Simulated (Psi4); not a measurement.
Interaction energy of C2H6Se ··· H2S (SMILES C[Se]C and S). Monomers: optimised at B3LYP-D3(BJ) (def2-TZVP), held rigid. Orientation: a higher rigid-body minimum at GFN2-xTB. R is the distance of the centres of mass, along which the second monomer moves.

Geometry at R = 4.08 Å (first 9 atoms: monomer A):
```
12

C      1.4645    -0.0538     0.0189
Se     0.0325     0.3421    -1.2612
C     -1.4643     0.0560    -0.0269
H      1.3724    -1.0759     0.3800
H      2.4064     0.0603    -0.5133
H      1.4291     0.6479     0.8496
H     -1.4586    -0.9691     0.3377
H     -2.3781     0.2368    -0.5888
H     -1.4040     0.7557     0.8040
S      2.8838     3.0414    -1.8699
H      2.9164     2.6813    -3.1629
H      1.6507     2.5387    -1.6991
```

Methods: MP2/aug-cc-pVTZ = Psi4 with DF-MP2/aug-cc-pVTZ, frozen core, counterpoise-corrected; SCS-MP2/aug-cc-pVTZ = DF-SCS-MP2/aug-cc-pVTZ, frozen core, counterpoise-corrected in Psi4; PBE-D3(BJ)/def2-TZVP, counterpoise-corrected (Psi4); wB97M-V/def2-TZVP, counterpoise-corrected (Psi4); SAPT0/jun-cc-pVDZ, frozen core (Psi4).

Interaction energies in kcal/mol (negative: bound); R is the distance of the centres of mass, d the Se2···H12 distance.

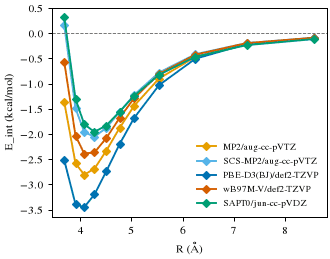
Figure. Interaction energy against separation.

```csv
R / Å,d / Å,MP2/aug-cc-pVTZ,SCS-MP2/aug-cc-pVTZ,PBE-D3(BJ)/def2-TZVP,wB97M-V/def2-TZVP,SAPT0/jun-cc-pVDZ
3.69,2.38,-1.37,0.15,-2.52,-0.57,0.32
3.91,2.60,-2.59,-1.49,-3.40,-2.04,-1.30
4.08,2.76,-2.81,-1.96,-3.45,-2.39,-1.81
4.28,2.96,-2.69,-2.06,-3.20,-2.37,-1.96
4.51,3.19,-2.34,-1.88,-2.74,-2.08,-1.83
4.77,3.44,-1.88,-1.56,-2.20,-1.68,-1.56
5.05,3.72,-1.45,-1.23,-1.69,-1.30,-1.25
5.54,4.21,-0.90,-0.78,-1.03,-0.81,-0.83
6.25,4.91,-0.47,-0.42,-0.51,-0.43,-0.47
7.25,5.91,-0.22,-0.20,-0.22,-0.20,-0.24
8.57,7.23,-0.10,-0.09,-0.10,-0.09,-0.12
```

Lowest grid point: MP2/aug-cc-pVTZ -2.81 kcal/mol at R = 4.08 Å; SCS-MP2/aug-cc-pVTZ -2.06 kcal/mol at R = 4.28 Å; PBE-D3(BJ)/def2-TZVP -3.45 kcal/mol at R = 4.08 Å; wB97M-V/def2-TZVP -2.39 kcal/mol at R = 4.08 Å; SAPT0/jun-cc-pVDZ -1.96 kcal/mol at R = 4.28 Å.
